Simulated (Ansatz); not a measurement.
BH5N2 (SMILES BNN)

Input

```
basis:
  gaussian:
    orbitals: def2-TZVPD
crystal:
  periodic: [false, false, false]
  atoms:
    - {symbol: B, position_ang: [-1.174649, 1.983301, 0.313519]}
    - {symbol: N, position_ang: [-0.170307, 1.296665, 0.980140]}
    - {symbol: "N", position_ang: [-0.256061, 0.634678, 2.233773]}
    - {symbol: H, position_ang: [-0.910812, 2.486860, -0.750780]}
    - {symbol: H, position_ang: [-2.272078, 2.055876, 0.814030]}
    - {symbol: H, position_ang: [0.765166, 1.214452, 0.592914]}
    - {symbol: H, position_ang: [-0.567385, 1.308612, 2.934634]}
    - {symbol: H, position_ang: [-0.988220, -0.074601, 2.175882]}
hamiltonian:
  xc: pbe0
output: {forces: true, orbitals: {seedname: orbitals}}
```

Launched as:

```sh
ansatz run input.yaml --threads 1 --pin off --max-ram 2610MiB --events-out events.jsonl --progress --plain --runs-dir runs
```

Geometry: B3LYP-D3(BJ)/def2-SVP.

Level of theory: isolated molecule in a Gaussian basis; Kohn-Sham density functional theory, functional PBE0 (Ansatz).

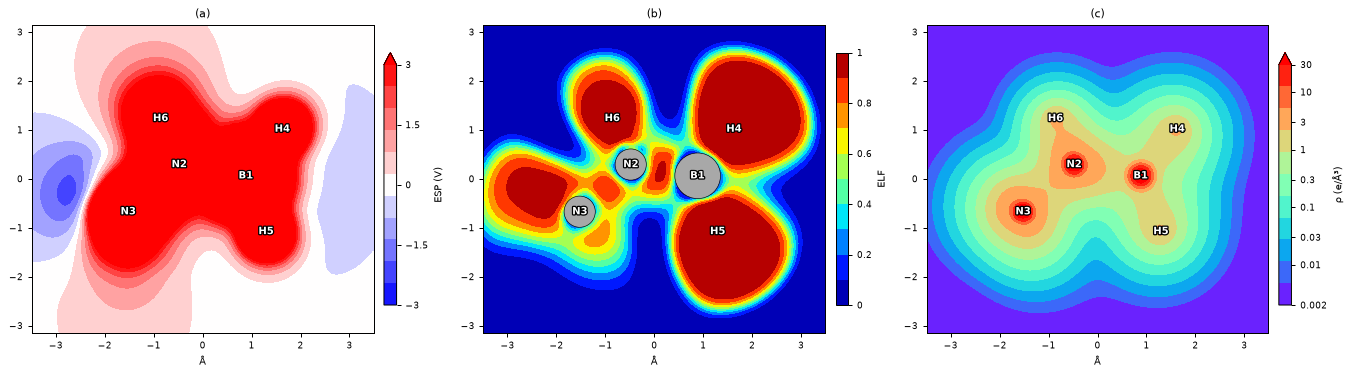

Figure 1. (a) electrostatic potential; (b) electron localisation function; (c) total electron density on the plane of atoms B1, N2 and H6. Grey discs cover the atomic cores in the ELF map.

Read the bonding off the picture.

Answer. Atoms in the plane: B, N and H. B–N (1.39 Å): ρ at the midpoint is about 2 e/Å³; the ELF peaks at about 0.90 between the atoms (a polar covalent bond). N–N (1.42 Å): ρ at the midpoint is about 2.1 e/Å³; the ELF peaks at about 0.90 between the atoms: a shared electron pair. N–H (1.02 Å): ρ at the midpoint is about 3 e/Å³; the ELF climbs to about 1 towards the hydrogen, as it does in any bond to H: an ordinary covalent bond to hydrogen. B–H (1.21 Å): ρ is about 1.2 e/Å³ halfway; the ELF climbs to about 1 towards the hydrogen (an ordinary covalent bond to hydrogen). The ELF also peaks beside N3, away from the bonds: lone-pair regions. Outside the dense part of the molecule the potential is most negative (−2.1 V) near N3.

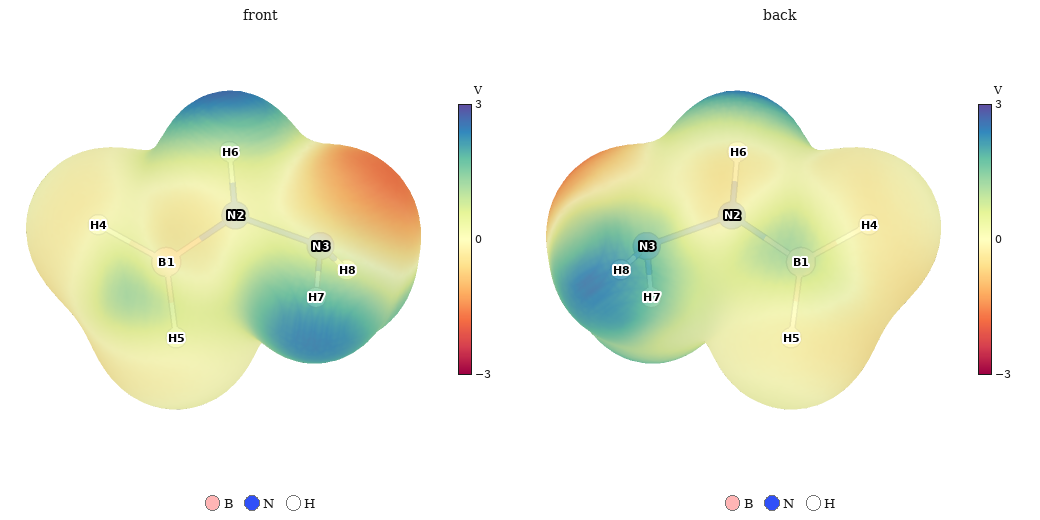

Figure 2. The electrostatic potential painted on the density surface at 0.004 e/bohr³, seen from the front and from behind; the colour scale runs from red (negative) to blue (positive).

Describe the electrostatic potential map.

Answer. The most negative region (about −1.7 V, or −39 kcal/mol for a unit charge) lies over N3, the most positive (about +2.6 V, or +60 kcal/mol for a unit charge) over H6 and H8. N3 is the likeliest acceptor of a hydrogen bond.

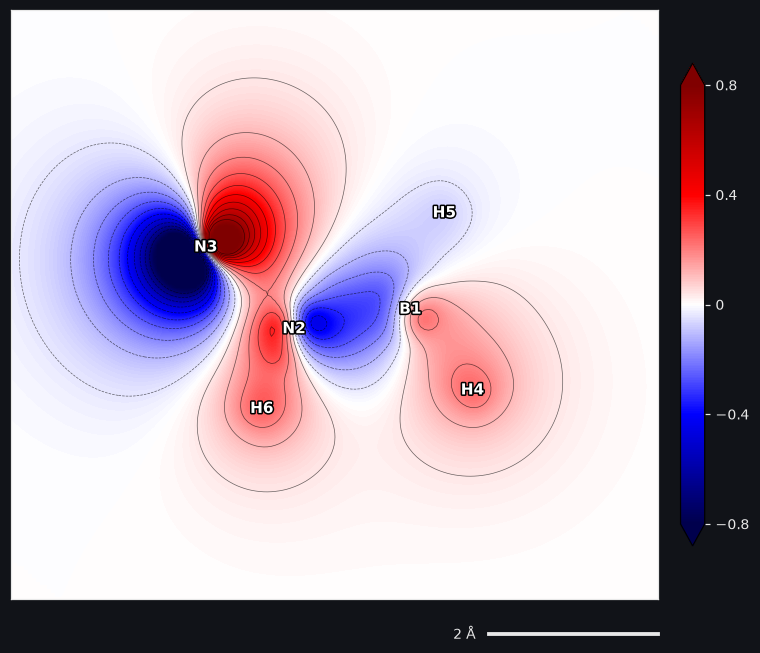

Figure 3. The HOMO on the plane of atoms H4, B1 and H5 (values in Å⁻³ᐟ²; the overall sign is arbitrary).

What is the character of this orbital?

Answer. It lies mainly on N3 (about 70 %) and N2 (about 10 %); largely a lone pair of N3. Its energy is −7.79 eV.
